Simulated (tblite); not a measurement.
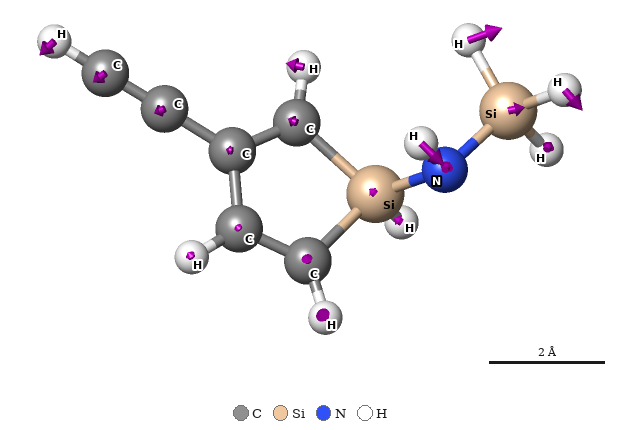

A relaxation of C₆H₉NSi₂. The starting structure is drawn; purple arrows show the displacements, at their true length. The two geometries are superimposed by the best rigid fit.

The picture is a ball-and-stick view, seen at a tilt.

The calculation used GFN2-xTB geometry optimisation, gas phase (tblite 0.8.0). 

Question: Atoms of which element are displaced furthest, and by how much?

Answer: Hydrogen: up to 0.67 Å, against 0.30 Å for silicon.

Question: What happened in the run?

Answer: An H atom moves most after the best rigid fit: 0.67 Å. Largest moves by element: H 0.67 Å, Si 0.30 Å, C 0.29 Å, N 0.24 Å. Near-neighbour distances that change, for instance: Si–Si 2.770 → 3.103 Å, N–Si 1.684 → 1.732 Å, C–Si 1.860 → 1.886 Å, H–Si 1.491 → 1.468 Å. Bond angles that change, for instance: Si–N–Si 110.4° → 127.2°, Si–C–H 121.7° → 129.7°, N–Si–H 115.9° → 108.4°. The energy falls by 11.8 kcal/mol in 111 geometry steps.
